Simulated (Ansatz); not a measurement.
```xyz
3

B    -0.5130   -3.0376    0.8318
F    -0.1540   -2.7447   -0.3955
O    -1.8555   -2.9348    1.0725
```

Geometry: PBE0-D3(BJ)/def2-SVP.

All numbers below come from Ansatz, isolated molecule in a Gaussian basis; Kohn-Sham density functional theory, functional PBE0.

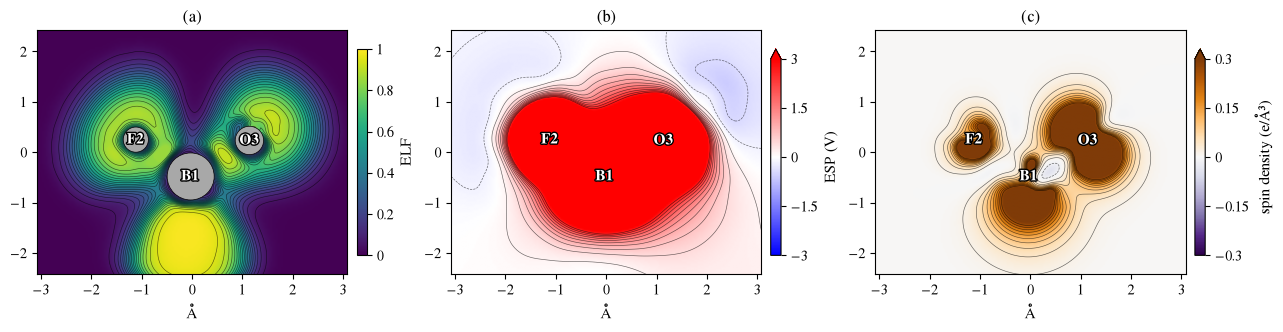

BFO (SMILES O=BF) (triplet). (a) electron localisation function; (b) molecular electrostatic potential; (c) spin density (α minus β) on the molecular plane. Grey discs cover the atomic cores in the ELF map.

Q: Read the bonding off the picture.

A:
- The section cuts through B, F and O sites.
- B–F (1.31 Å): the ELF peaks at about 0.85 between the atoms, as expected for a shared but strongly polarised pair.
- B–O (1.37 Å): the ELF peaks at about 0.90 between the atoms: a short, strongly polar bond.
- The ELF also peaks beside B1, F2 and O3, away from the bonds: non-bonding electrons, paired or unpaired.
- The unpaired spin (2 electrons) lies mostly on O3 (about 1.0), B1 (about 0.9) and F2 (about 0.1), in electrons by Hirshfeld's partition.
- Outside the dense part of the molecule the potential is most negative (−0.6 V) near O3.
